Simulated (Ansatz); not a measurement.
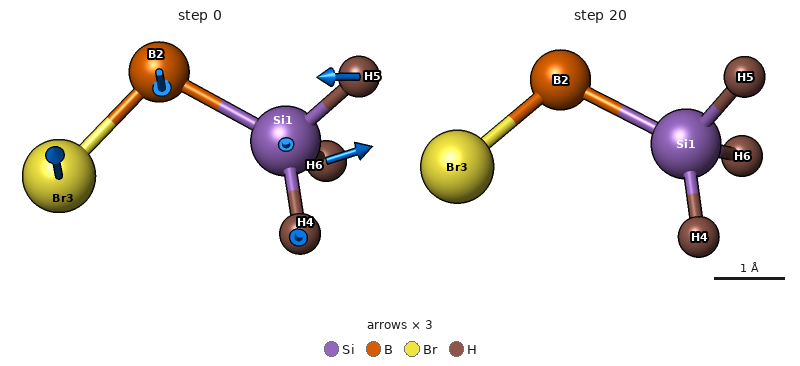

The structure of BSiH$_{3}$Br (charge −1) before (left) and after (right) a relaxation, at one scale. The blue arrows give the displacements, 3 times their true length.

A ball-and-stick model, seen from a free direction.

It is one of the separated reactants of a reaction.

The calculation used RKS PBE0-D4/def2-TZVPD (Ansatz). Settings: force threshold 0.005 eV/Å; at most 200 steps.

Summarise the run.

The energy falls by 0.32 kcal/mol in 18 accepted moves (20 points after the start). Largest force component: 0.27 eV/Å at the start, 0.0038 eV/Å at the end. The line search rejected the trial steps at points 12, 18 of the run. The forces were under the threshold at step 14, but the run went on from there. Br3 moves most after the best rigid fit: 0.33 Å. Largest moves by element: Br 0.33 Å, B 0.25 Å, H 0.24 Å, Si 0.10 Å. Near-neighbour distances that change, for instance: B2–Br3 2.071 → 2.048 Å, Si1–H4 1.541 → 1.521 Å, Si1–B2 2.087 → 2.067 Å, Si1–H6 1.527 → 1.508 Å. Among the angles between lasting bonds that change: B2–Si1–H5 112.0° → 108.7°, B2–Si1–H6 105.8° → 108.7°, Si1–B2–Br3 104.2° → 106.3°. Groups turn about Si1–B2 by about 25°. The run took 98 s on 2 threads of Arm Neoverse V1, on a shared host.
